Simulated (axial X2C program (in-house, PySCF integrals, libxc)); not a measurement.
**CaP: relativistic diatomic calculation**

- system: CaP. The reference is closed-shell CaP⁺; the roots are the vertical energy changes on adding an electron to it, which gives states of CaP. The distance is the PBE0 minimum at charge 0.
- method: EOM-EA-CCSD, two-component X2C with atomic mean-field Coulomb and Gaunt terms, Ca dyall-acv3z, P dyall-av3z (cores contracted) (axial X2C program (in-house, PySCF integrals, libxc))

**Input**
```
{"zs": [20, 15], "q": 0, "bas": ["dyall-acv3z", "dyall-av3z"], "r0": 2.49, "eom": "ea", "thr": -2.0, "nmax": 92, "grid": [1, 0.96, 1.045, 0.92, 1.09, 1.15]}
```

The line is the task of a batch: nuclear charges, charge, bases, a first guess of the distance and further settings. This report covers the levels named above. The log is that of the reference distance 2.514 Å.

Hardware: 1 thread of Arm Neoverse N1, 98 GiB of memory available, shared host.

Launched within a batch (the task file carries these settings):
```bash
python <driver script> task.json out
```

**Output**
```
two-component X2C + atomic mean field  HF
basis functions 183  fitting functions 717  grid points 5080
iter        total energy     max residual
   1      -1020.742434678     1.72e-01
   2      -1020.760635718     6.12e-03
   3      -1020.761671537     7.97e-03
   4      -1020.761772289     1.35e-03
   5      -1020.761780437     2.95e-04
   6      -1020.761781273     1.16e-04
   7      -1020.761781409     2.03e-05
   8      -1020.761781424     9.96e-06
   9      -1020.761781426     4.23e-06
  10      -1020.761781427     5.29e-07
converged
one-electron -1522.86783558  Coulomb 497.23395106  exact exchange -58.09106640  xc functional 0.00000000  nuclear repulsion 63.14763853  atomic mean-field constant -0.18446904
correlated 14  virtual 286  natural virtual 92  E(MP2) -0.382317094  MP2 remainder -0.078581421
iter   CCSD correlation   residual
   1     -0.333971192   1.65e-01
   2     -0.344621624   1.01e-01
   3     -0.350009685   7.42e-02
   4     -0.352255248   5.23e-02
   5     -0.353542364   3.29e-02
   6     -0.354451770   1.97e-02
   7     -0.354858007   9.74e-03
   8     -0.355003643   5.42e-03
   9     -0.355030149   2.84e-03
  10     -0.355025051   1.24e-03
  11     -0.355019927   4.78e-04
  12     -0.355020492   2.50e-04
  13     -0.355020714   1.26e-04
  14     -0.355020305   8.07e-05
  15     -0.355019519   6.02e-05
  16     -0.355018285   4.53e-05
  17     -0.355017274   3.25e-05
  18     -0.355016506   2.25e-05
  19     -0.355016073   1.38e-05
  20     -0.355015911   8.46e-06
  21     -0.355015780   4.88e-06
  22     -0.355015722   2.52e-06
  23     -0.355015703   1.50e-06
(T) -0.01511365100987737  T1 0.0256  D1 0.0646  max T2 0.330
EOM-EA-CCSD roots
2*Omega      energy/Eh   energy/eV  one-particle weight
    1      -0.20373274     -5.5439      0.971
    1      -0.14599207     -3.9726      0.003
    1      -0.13625397     -3.7077      0.943
    1      -0.12971666     -3.5298      0.956
    1      -0.11815059     -3.2150      0.007
    3      -0.20665801     -5.6235      0.837
    3      -0.15022203     -4.0877      0.000
    3      -0.13526170     -3.6807      0.932
    3      -0.12084650     -3.2884      0.067
    5      -0.13189288     -3.5890      0.000
    5      -0.11661847     -3.1734      0.024
    7      -0.06240551     -1.6981      0.000
```

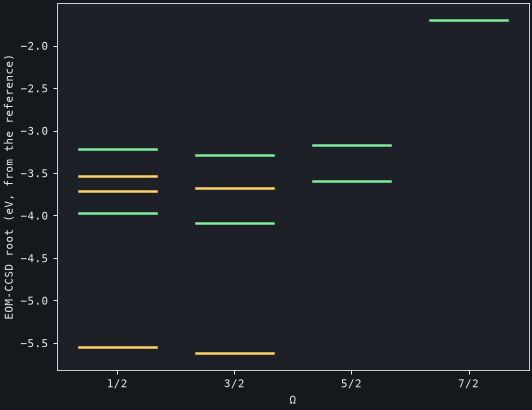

Fig. 1: EOM-CCSD roots by Ω at 2.51 Å; roots whose one-particle weight is under 0.8 have the second colour. The lowest has Ω = 3/2 and lies at −5.623 eV, with one-particle weight 0.84. 7 of the 12 roots are less well described at this level.

**Summary**

```
                                                                                                          quantity                value
                                                                                                           outcome            converged
                                                                                   HF energy of the reference CaP⁺  −1020.76178 hartree
                                                                                  MP2 energy of the reference CaP⁺  −1021.14410 hartree
CCSD energy of the reference CaP⁺ (with the MP2 share of the virtual spinors left out of the coupled-cluster step)  −1021.19538 hartree
                                                                              CCSD(T) energy of the reference CaP⁺  −1021.21049 hartree
                                          T1 diagnostic (spinor form; for a closed shell √2 times the usual value)                0.026
                                                                                                         wall time                 38 s
                                                                                                       peak memory             0.88 GiB
```
